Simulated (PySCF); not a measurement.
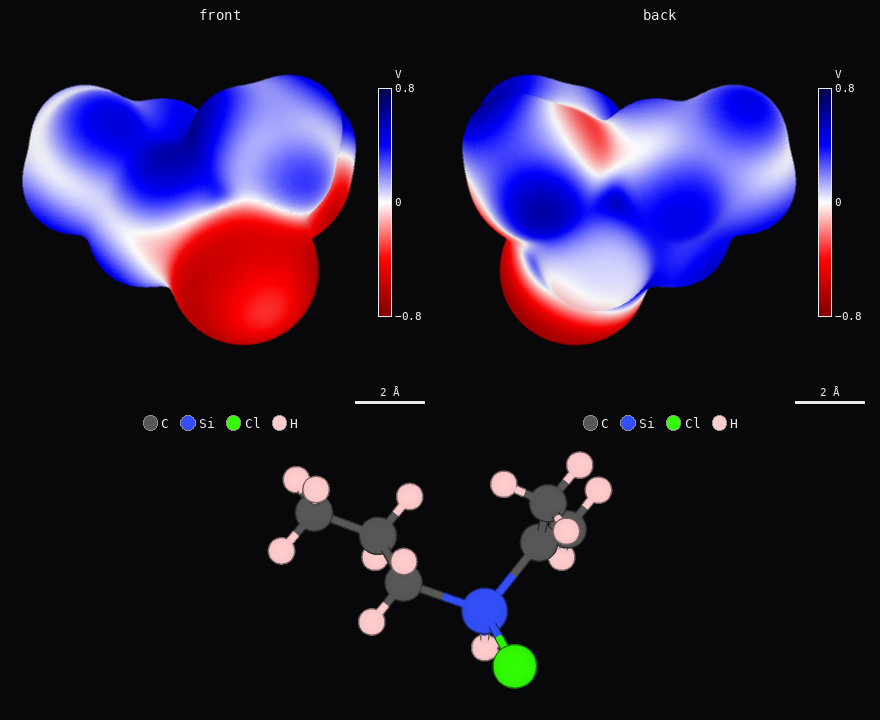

Figure 1: C6H13ClSi. The electrostatic potential painted on the density surface at 0.001 e/bohr³, seen from the front and from behind; red is negative and blue positive. The bare structure is drawn below in the same view.

Geometry: GFN2-xTB.

These are results of PBE0/pcSseg-1, SCF density, gas phase, non-relativistic (PySCF 2.14.0), not measurements.

The calculation's input:

```
{"job": {"kind": "nmr", "xc": "PBE0", "basis": "pcSseg-1"}, "charge": 0, "multiplicity": 1}
C     -1.971541    -0.432978    -2.155651
C     -1.737519    -0.108992    -0.890757
C     -2.256513    -0.952701     0.236265
Si    -0.725565     1.421055    -0.416347
Cl    -1.849573     2.601688     0.798763
C      0.832073     0.894494     0.545929
C      1.701442    -0.101437    -0.219631
C      2.913114    -0.537416     0.595336
H     -1.606053     0.164077    -2.973891
H     -2.540974    -1.309256    -2.427445
H     -2.818178    -1.807526    -0.134760
H     -2.904808    -0.358292     0.878764
H     -1.431051    -1.315292     0.847746
H     -0.387679     2.200685    -1.608919
H      1.433506     1.772613     0.790777
H      0.545322     0.449039     1.501932
H      2.038143     0.354550    -1.152467
H      1.106934    -0.978893    -0.483210
H      3.524611    -1.235630     0.028406
H      3.525649     0.322707     0.857461
H      2.599739    -1.025552     1.515971
```

Command:

```sh
OMP_NUM_THREADS=1 python probes_run.py task.json out
```

Describe the electrostatic potential map.

The most negative region (about −0.7 V, or −16 kcal/mol for a unit charge) lies over Cl5, the most positive (about +0.6 V, or +14 kcal/mol for a unit charge) over H9, H10, H13 and H16.

What dipole moment does the calculation give?

Its dipole moment is 2.08 D.
